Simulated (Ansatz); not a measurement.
# Correcting a cheap level on molecular compounds of Sn

The vertical ionisation energy (cation less neutral) in eV of 7 molecular compounds of Sn: x at B2PLYP/def2-TZVPP, y at CCSD(T)/def2-TZVPP. Shapes, held fixed at every level: PBE0-D4/def2-TZVP. Flexible molecules stand in one conformer, not always the lowest. Programs: Ansatz 0.2.0.

| molecule | x (eV) | y (eV) |
| --- | --- | --- |
| C2H6OSn (SMILES C[CH2][Sn][OH]) | 8.27 | 8.35 |
| C2H6OSn (SMILES C[O][Sn][CH3]) | 8.46 | 8.52 |
| Sn(CH3)Cl | 8.74 | 8.80 |
| Sn(SH)Cl | 9.49 | 9.51 |
| Sn(NH2)Br | 9.63 | ? |
| CH4O2Sn (SMILES C[O][Sn][OH]) | 9.83 | 10.07 |
| SnBrF (SMILES [F][Sn][Br]) | 10.24 | 10.24 |

Fit y = c + s·x to the known rows and predict y for Sn(NH2)Br.


1. Means of the 6 rows: x = 9.1717, y = 9.248.
2. Σ(Δx)² = 3.1819, Σ(Δx·Δy) = 3.2055, so the slope is 3.2055/3.1819 = 1.0074.
3. Intercept: 9.248 − (1.0074) × 9.1717 = 0.008. The largest residual of the fit is 0.16.
4. Sn(NH2)Br: 0.008 + 1.0074 × 9.63 = 9.71 eV.

CCSD(T)/def2-TZVPP gives 9.64 eV, so the prediction is off by +0.07 eV, within the largest residual. Uncorrected, B2PLYP/def2-TZVPP misses Sn(NH2)Br by -0.01 eV, and the other rows by 0.08 on average. The line makes this one worse. Left out in turn, the other rows are missed by 0.09 eV on average, worse than no correction. Cations run unrestricted. For atoms past krypton def2 sets carry core potentials with scalar relativity. Relativity is left out for Br. Outer-core shells of Br, Sn are correlated, in sets that cover them unevenly.

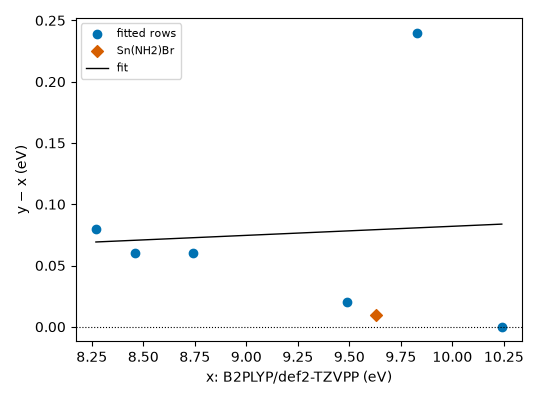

The correction y − x against x, with the fitted line and the withheld molecule.
